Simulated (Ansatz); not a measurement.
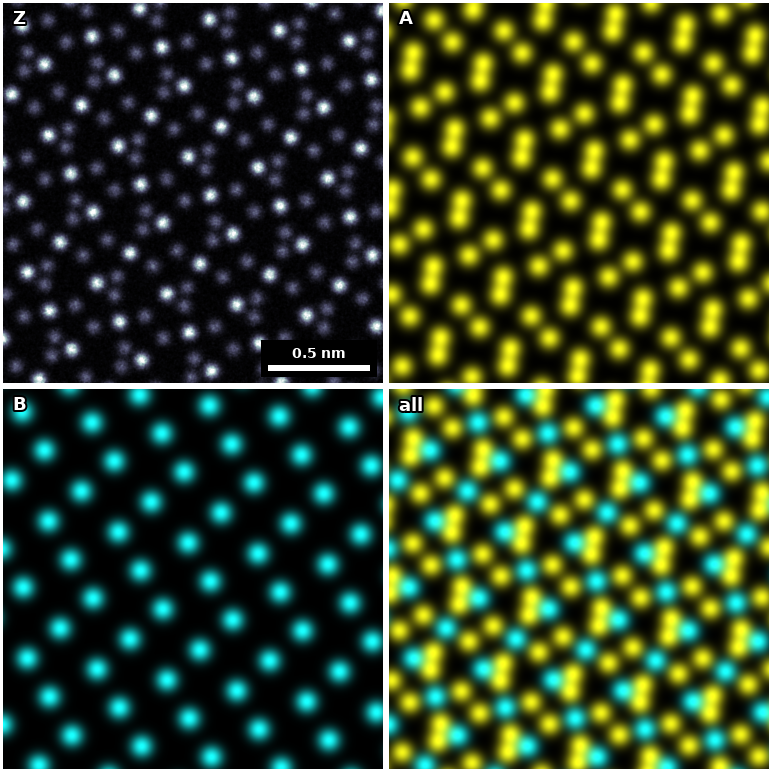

SiO2 (P4_12_12, No. 92) along [110]. Panel Z: Simulation: incoherent imaging, intensity Z^1.7 per atom, probe width 0.54 Å, thin sample. Shot noise was added. The other panels are simulated element maps (the number of atoms of one element along the beam, blurred by 0.9 Å; each on its own scale, no channelling); the last overlays them. Atomic positions: coordinates from a relaxation with Ansatz, DFT, PAW plane waves, r2scan.

```
Si O
1.0
     4.97666    0.00000    0.00000
     0.00000    4.97666    0.00000
     0.00000    0.00000    6.91173
Si O
4 8
Direct
  0.30274 0.30274 0.00000
  0.19726 0.80274 0.25000
  0.69726 0.69726 0.50000
  0.80274 0.19726 0.75000
  0.23804 0.10983 0.18170
  0.39017 0.73804 0.43170
  0.76196 0.89017 0.68170
  0.60983 0.26196 0.93170
  0.73804 0.39017 0.56830
  0.89017 0.76196 0.31830
  0.26196 0.60983 0.06830
  0.10983 0.23804 0.81830
```

### Which element does each lettered map show?

A: O, B: Si. The projected cell (3.52 × 6.91 Å, 90°) holds 12 columns: 8 of O and 4 of Si. No column is shared by two of the mapped elements.
